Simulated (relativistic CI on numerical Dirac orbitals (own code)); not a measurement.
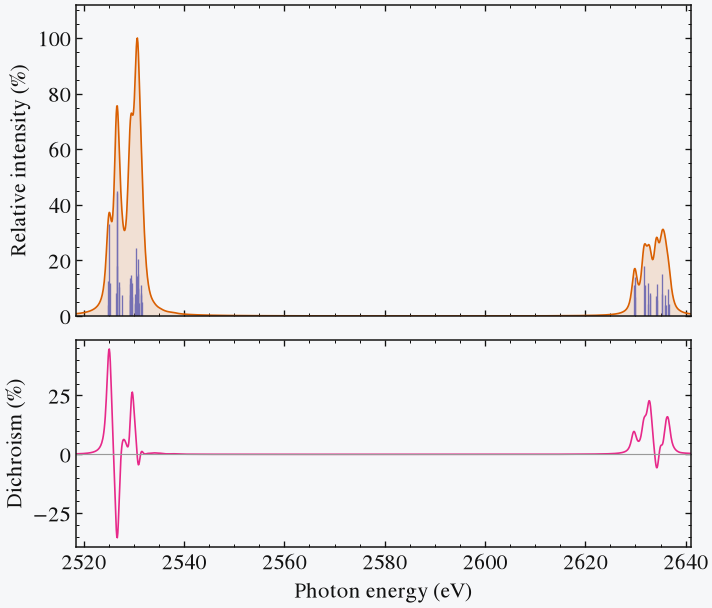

Computed core-level spectrum (absorption) of an ion of charge +4 in a field of D3d symmetry with 10Dq = 34,800, Dσ = 170, Dτ = −20 cm⁻¹. Sticks are the strongest transitions, on a scale of their own. Multiplet model: relativistic Dirac–Coulomb–Breit theory, one configuration a step, Slater integrals scaled by 0.8, 10 K, Voigt broadening (Lorentzian 0.96 eV, Gaussian 0.5 eV full widths), computed with a radial Dirac CI code. Dichroism is for the ground state at zero temperature, magnetised by an exchange field of 10 meV on Sz.

Which element and which edge or line is it?

L₂,₃ X-ray absorption of Mo⁴⁺, initial configuration [Kr] 4d². The main maxima lie at 2525.1 eV (37), 2526.7 eV (76), 2529.5 eV (73), 2530.7 eV (100), 2629.9 eV (17), 2631.9 eV (26), 2634.2 eV (28) and 2635.5 eV (31), heights in % of the largest; the centroid is at 2558.9 eV. The lower edge holds 0.71 of the intensity (branching ratio, edges parted at 2584 eV), and the core spin-orbit splitting of the orbitals is 109 eV. The ground state has S = 1.00. The circular dichroism (Δm = −1 less Δm = +1) is largest at 2525.1 eV, 45 % of the isotropic maximum; its integrals over the lower and upper edge are 0.031 and 0.042 of the sum over the three polarisations. The magnetised ground state has ⟨Lz⟩ = 1.20 and ⟨Sz⟩ = −0.99.

Note: free-ion energies, so absolute edge positions are off by a few eV from solids.
